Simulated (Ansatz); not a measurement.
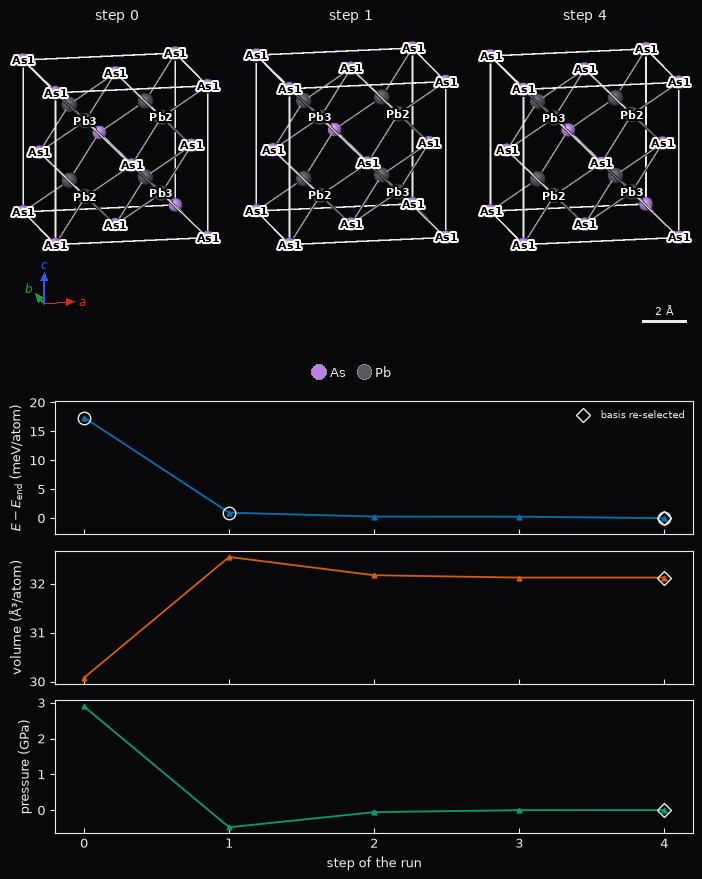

Frames of a relaxation of crystalline AsPb2 (a generated structure, set up in Fm-3m), marked on the history of the run. Style: ball-and-stick. Shown: the conventional cell (4 times the calculation's cell), slightly off an axis. Lengths and directions refer to the drawn axes.

Method: Ansatz, DFT PBE, scalar-relativistic, plane waves, PAW. Settings: plane-wave cutoff 420 eV; k-point mesh 12 × 12 × 12; occupations gaussian; smearing width 0.1 eV; no spin polarisation; cell and atoms relaxed; force threshold 0.01 eV/Å; at most 80 steps.

Describe the path.

Answer. After 3 accepted moves (4 points after the start) the energy has fallen by 17.4 meV per atom. All forces vanish by symmetry, so only the cell relaxes. Pressure: 2.90 GPa at the start and 0.00 GPa at the end. The SCF was repeated once at an unchanged geometry on a basis and grid sized afresh for the cell, which shifted the energy by 0.3 meV per atom at most. The atoms keep their places relative to the cell (all moves are under 0.005 Å). The drawn cell changes as follows: a = b = c 7.120 → 7.278 Å (+2.2 %); the volume changes by +6.8 %. Near-neighbour distances that change, for instance: As1–Pb2 3.083 → 3.151 Å. The space group stays Fm-3m (No. 225). The run took 65 s on 1 thread of Arm Neoverse V1 (shared host), peak memory 0.46 GiB. From step 0 to 1: volume +8.2 %, energy −16.5 meV per atom. From step 1 to 4: volume −1.3 %, energy −0.9 meV per atom.

```json
{"step": "0", "E − E(0), meV/atom": "0.00", "pressure, GPa": "2.90", "volume, Å³/atom": "30.077", "note": ""}
{"step": "1", "E − E(0), meV/atom": "-16.45", "pressure, GPa": "-0.48", "volume, Å³/atom": "32.545", "note": ""}
{"step": "2", "E − E(0), meV/atom": "-17.12", "pressure, GPa": "-0.05", "volume, Å³/atom": "32.172", "note": ""}
{"step": "3", "E − E(0), meV/atom": "-17.14", "pressure, GPa": "0.00", "volume, Å³/atom": "32.124", "note": ""}
{"step": "4", "E − E(0), meV/atom": "-17.40", "pressure, GPa": "0.00", "volume, Å³/atom": "32.124", "note": "same geometry, new basis"}
```
